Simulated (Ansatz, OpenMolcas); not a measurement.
# How methods differ on GaSiH7O (SMILES [SiH3][OH+][GaH3-])

GaSiH7O has 10 atoms, charge 0, and is taken as a singlet. SMILES: `[SiH3][OH+][GaH3-]`. Geometry: relaxed at PBE0-D4/def2-TZVP.

| atom | x (Å) | y (Å) | z (Å) |
| --- | --- | --- | --- |
| Si | -0.4847 | 0.6801 | -1.2893 |
| O | -0.7722 | -0.2337 | 0.0975 |
| Ga | 0.8821 | -0.5510 | 1.4752 |
| H | -1.7671 | 0.7400 | -2.0350 |
| H | 0.5560 | 0.0407 | -2.1249 |
| H | -0.0696 | 2.0132 | -0.8145 |
| H | -1.3239 | -1.0148 | 0.0101 |
| H | 0.3066 | 0.1466 | 2.7603 |
| H | 1.8856 | 0.2535 | 0.5526 |
| H | 0.8703 | -2.1256 | 1.3709 |

Each level gives the vertical ionisation energy (to the doublet cation) (eV). The values are calculated.

```csv
level,kind,program,value (eV),less CCSD(T)/6-31G*,CPU time (all runs)
SVWN5/6-31G* (spherical functions),LDA,Ansatz,9.72,-0.20,21 s
BLYP/6-31G* (spherical functions),GGA,Ansatz,9.55,-0.37,36 s
PBE/6-31G* (spherical functions),GGA,OpenMolcas,9.67,-0.25,3.3 min
PBE0/6-31G* (spherical functions),global hybrid,OpenMolcas,10.05,+0.13,1.9 min
B3LYP/6-31G* (Cartesian functions),global hybrid,Ansatz,10.03,+0.11,63 s
B2PLYP/6-31G* (spherical functions),double hybrid,Ansatz,10.05,+0.13,68 s
MP2/6-31G* (spherical functions),perturbation theory,Ansatz,9.98,+0.06,14 s
"CCSD(T)/6-31G* (spherical functions), open shells restricted",coupled cluster or CI,OpenMolcas,9.92,0.00,2.2 min
```

Differences are taken from CCSD(T)/6-31G* (spherical functions), open shells restricted for orientation; it has basis-set and higher-order errors of its own. All-electron rows without a relativistic Hamiltonian named are non-relativistic. The values span 9.55 to 10.05 eV. In the correlated wave-function rows the outer d shell of Ga is correlated, in sets not made for it. CPU times are rough (shared hosts, several kinds of processor and program).

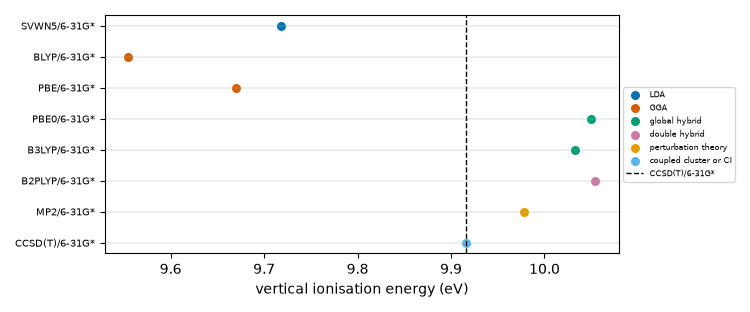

The values of the table, level by level.
